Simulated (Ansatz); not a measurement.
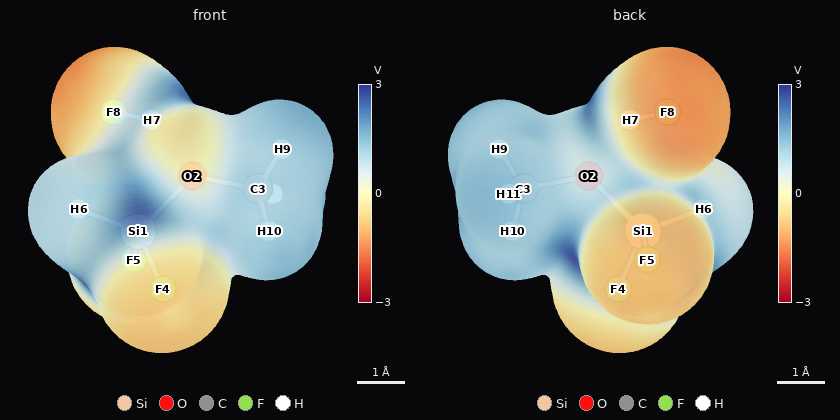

CH4F2OSi···HF. The molecular electrostatic potential painted on the density surface at 0.004 e/bohr³, seen from the front and from behind; red is negative and blue positive.

Theory: RKS B3LYP-D4/cc-pVDZ (Ansatz 0.2.0).

Input

```
crystal:
  periodic: [false, false, false]
  atoms:
    - { symbol: Si, position_ang: [-0.353073, 0.711365, 1.043858] }
    - { symbol: O, position_ang: [0.293148, 0.353086, -0.514566] }
    - { symbol: C, position_ang: [-0.46798, -0.407778, -1.458937] }
    - { symbol: F, position_ang: [-1.742026, 1.549091, 0.835294] }
    - { symbol: F, position_ang: [0.723188, 1.706247, 1.74317] }
    - { symbol: H, position_ang: [-0.660311, -0.463642, 1.876445] }
    - { symbol: H, position_ang: [2.121397, -0.605191, 0.411511] }
    - { symbol: F, position_ang: [2.060412, -1.025914, 1.220563] }
    - { symbol: H, position_ang: [-0.606368, -1.449488, -1.117955] }
    - { symbol: H, position_ang: [-1.459643, 0.044504, -1.63411] }
    - { symbol: H, position_ang: [0.091155, -0.412181, -2.405473] }
basis:
  gaussian: { orbitals: cc-pVDZ }
hamiltonian:
  xc: b3lyp
  dispersion: d4
relax:
  f_tol: 0.03
  max_steps: 50
output:
  orbitals: {}
```

Run with:

```sh
ansatz run input.yaml --threads 2 --pin off --max-ram 3072MiB --backend cpu --events-out ev --progress --plain --runs-dir out
```

The fields are those of the run's last geometry, not of the input's.

Where is the surface potential most negative and most positive?

Answer. The most negative region (about −1.5 V) lies over F8, the most positive (about +2.7 V) over Si1.
